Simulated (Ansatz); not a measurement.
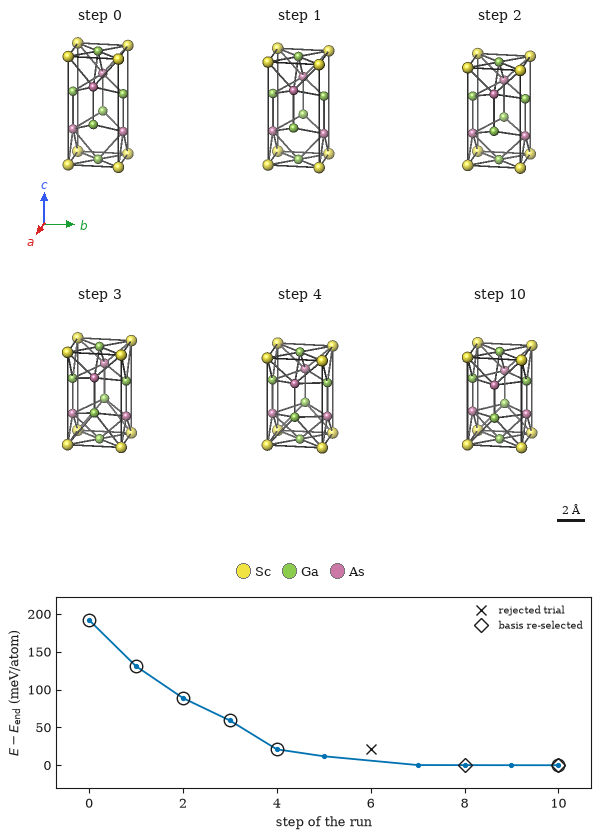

Frames of a relaxation of crystalline ScGa3As2 (a generated structure, set up in P-4m2) (coarse preliminary run), marked on the history of the run. A ball-and-stick model of the cell of the calculation, seen slightly off an axis.

All numbers below come from Ansatz 0.2.0, DFT PBE, scalar-relativistic, plane waves, PAW. (plane-wave cutoff 420 eV; k-point mesh 4 × 4 × 2; occupations gaussian; smearing width 0.1 eV; no spin polarisation; cell and atoms relaxed; force threshold 0.04 eV/Å; at most 70 steps)

> What happens along the run?

The largest moves relative to the cell, 0.42 Å, are those of Ga atoms. Largest moves by element: Ga 0.42 Å, As 0.22 Å. Sc stays in place. The drawn cell changes as follows: a = b 3.824 → 4.116 Å (+7.6 %), c 8.426 → 6.802 Å (−19.3 %); the volume changes by −6.5 %. Among the contacts that change: Ga–Sc 3.755 → 3.003 Å, As–Ga 2.932 → 2.566 Å, Ga–Sc 2.704 → 2.910 Å, As–Ga 2.962 → 2.904 Å. Bond angles that change, for instance: As–Ga–As 140.6° → 174.5°, As–Ga–As 109.7° → 92.7°, As–Ga–As 83.5° → 89.9°. The space group stays P-4m2 (No. 115). After 7 accepted moves (10 points after the start) the energy has fallen by 192 meV per atom. Largest force component: 0.4 eV/Å at the start, 0.016 eV/Å at the end. Pressure: −0.51 GPa at the start and −0.13 GPa at the end. The line search rejected the trial step at point 6 of the run. The SCF was repeated twice at an unchanged geometry on a basis and grid sized afresh for the cell, which shifted the energy by 0.1 meV per atom at most. From step 0 to 1: Ga atoms move most (0.09 Å), volume −1.5 %, energy −61.1 meV per atom. From step 1 to 2: Ga atoms move most (0.07 Å), volume +0.4 %, energy −42.1 meV per atom. From step 2 to 3: Ga atoms move most (0.03 Å), volume −1.4 %, energy −29.7 meV per atom. From step 3 to 4: Ga atoms move most (0.15 Å), volume −1.2 %, energy −38.2 meV per atom. From step 4 to 10: As atoms move most (0.16 Å), volume −2.8 %, energy −21.1 meV per atom.

```
step  E − E(0), meV/atom  largest force component, eV/Å  pressure, GPa  volume, Å³/atom                      note
   0                0.00                         0.4013          -0.51           20.539                          
   1              -61.08                         0.1867           0.38           20.224                          
   2             -103.20                         0.1104           0.15           20.297                          
   3             -132.91                         0.3790           0.53           20.007                          
   4             -171.07                         0.5841          -0.38           19.767                          
   5             -180.24                         0.2629           0.01           19.344                          
   6             -170.77                         0.6531          -1.81           19.637                  rejected
   7             -191.89                         0.0055           0.36           19.055                          
   8             -191.99                         0.0055           0.39           19.055  same geometry, new basis
   9             -192.09                         0.0156          -0.13           19.207                          
  10             -192.13                         0.0156          -0.13           19.207  same geometry, new basis
```

Limits of the set-up: the k-point mesh is coarse for a cell with partly filled bands.
